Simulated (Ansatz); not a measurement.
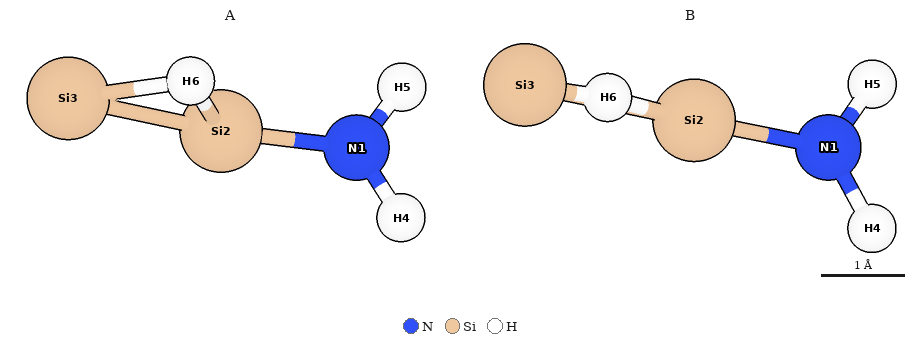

Two geometries of Si$_{2}$NH$_{3}$, drawn at one scale. One is the start of a relaxation, the other its converged end. The picture is a ball-and-stick view, seen from a free direction.

These are results of RKS PBE-D4/def2-SVP in Ansatz 0.2.0, not measurements. (force threshold 0.03 eV/Å; at most 250 steps)

> Which of the two is the end point?

Structure A is the relaxed one. It is one of the separated reactants of a reaction. After 8 geometry steps the energy has fallen by 194.8 kcal/mol. Largest force component: 14 eV/Å at the start, 0.021 eV/Å at the end. The largest move after the best rigid fit is that of H6, 0.82 Å. By element the largest moves are H 0.82 Å, Si 0.49 Å, N 0.14 Å. Among the contacts that change: Si3–H6 1.077 → 1.651 Å, Si2–H6 1.299 → 1.824 Å, Si2–Si3 2.356 → 2.134 Å, N1–Si2 1.847 → 1.715 Å. Bond angles that change, for instance: Si2–H6–Si3 165.4° → 75.6°, N1–Si2–H6 172.0° → 118.5°, Si2–Si3–H6 8.0° → 55.9°.
